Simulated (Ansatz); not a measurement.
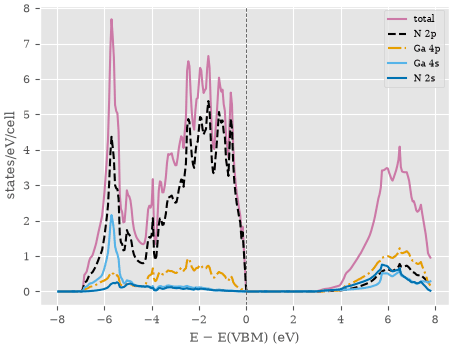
Figure: Total and projected density of states of AlGa3N4 in space group P-43m (No. 215; Al on 1a, Ga on 3c, N on 4e), DFT-r²SCAN in the program Ansatz with PAW potentials

Problem. Which orbitals carry the states next to the gap?

Solution. Top 1 eV of the valence band: N 2p 87 %, Ga 4p 7 %. Bottom 1 eV of the conduction band: N 2s 38 %, Ga 4s 29 %, N 2p 13 %, Ga 4p 10 %, Al 3s 6 %. Projections are on Löwdin-orthogonalised atomic valence shells; empty p or d shells of many metals are not among them.

Problem. Where is the tallest occupied peak in this window, and what makes it?

Solution. Near -5.7 eV, about 7.7 states/eV per cell; the largest projected share is N 2p.

The first step of the workflow began from a Materials Project structure, measured or hypothetical; the Crystallography Open Database copy checked does not list it. With Al and Ga taken as one species the cell has the higher symmetry F-43m, so it may be an ordered model of a mixed-site phase. Its standing as an ambient phase is unchecked. The r²SCAN relaxation kept the symmetry of its start; its stability against distortions is not shown here. Scalar-relativistic: spin–orbit coupling is off unless named, which matters more the heavier the elements.

Potentials: the later of the program's two PAW sets.
